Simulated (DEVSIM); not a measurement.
Device: abrupt Si n-p junction, at 300 K.

```
layer (left to right)  material  thickness (μm)  Nd (cm⁻³)  Na (cm⁻³)  τn (s)  τp (s)
---------------------  --------  --------------  ---------  ---------  ------  ------
1                            Si            6.20     6.7e16          -  4.3e-5  4.3e-5
2                            Si            31.0          -     6.3e14  4.3e-5  4.3e-5
```

Left contact: ohmic. Right contact: ohmic. Voltage is applied to the left contact. Recombination: SRH at mid-gap, radiative, Auger. Gap narrowing is on: ΔEg = 6.92 meV × (l + √(l² + 0.5)), l = ln(N/1.3e17 cm⁻³), shared equally by both band edges. Mobility is constant in doping.

The device is made up for the run: typed textbook-type constants, with dimensions and the other settings drawn at random. Values at 300 K.

| parameter | Si |
|---|---|
| gap (eV) | 1.124 |
| affinity (eV) | 4.05 |
| permittivity | 11.7 |
| Nc (cm⁻³) | 2.86e19 |
| Nv (cm⁻³) | 3.1e19 |
| μn (cm²/Vs) | 1417 |
| μp (cm²/Vs) | 470 |
| B (cm³/s) | 4.7e-15 |
| Cn (cm⁶/s) | 2.8e-31 |
| Cp (cm⁶/s) | 9.9e-32 |

Simulated with DEVSIM: 1D drift-diffusion, Boltzmann statistics, complete ionisation; no tunnelling, impact ionisation, image-force lowering or self-heating.

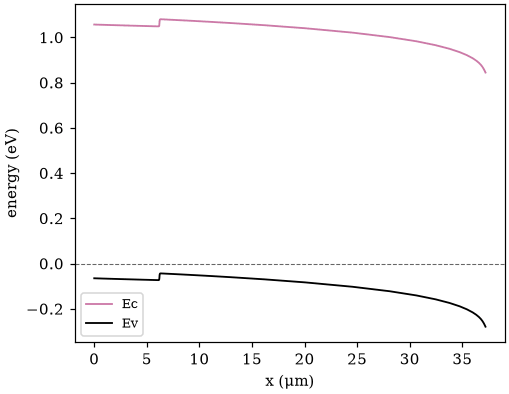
*Band edges at -0.9 V on the left contact*

Energies count from the Fermi level of the right contact; mesh points crowd at the junctions.

```csv
x (μm),Ec (eV),Ev (eV),n (cm⁻³),p (cm⁻³),field (V/cm)
0.000,1.057,-0.065,6.7e16,1900,-15
0.03976,1.056,-0.065,6.7e16,5.2e13,-15
0.1518,1.056,-0.066,6.7e16,2.0e14,-15
0.4411,1.056,-0.066,6.8e16,5.7e14,-14
1.746,1.054,-0.068,6.9e16,2.2e15,-14
4.054,1.051,-0.071,7.2e16,4.7e15,-13
5.403,1.049,-0.073,7.3e16,6.1e15,-12
6.008,1.049,-0.073,7.4e16,6.7e15,-12
6.143,1.049,-0.073,7.3e16,6.9e15,180
6.193,1.057,-0.065,5.2e16,9.7e15,5900
6.226,1.076,-0.048,2.6e16,1.9e16,2300
6.360,1.080,-0.044,2.1e16,2.2e16,-20
6.687,1.079,-0.045,2.1e16,2.2e16,-23
7.535,1.077,-0.047,2.1e16,2.1e16,-23
11.18,1.068,-0.056,1.8e16,1.9e16,-26
20.05,1.040,-0.083,1.3e16,1.3e16,-38
30.63,0.983,-0.141,5.6e15,6.2e15,-83
34.74,0.934,-0.189,2.5e15,3.1e15,-170
36.58,0.887,-0.237,8.6e14,1.5e15,-430
36.98,0.864,-0.259,3.9e14,9.4e14,-770
37.14,0.851,-0.273,1.4e14,7.1e14,-970
37.20,0.844,-0.279,190000,6.3e14,-1000
```
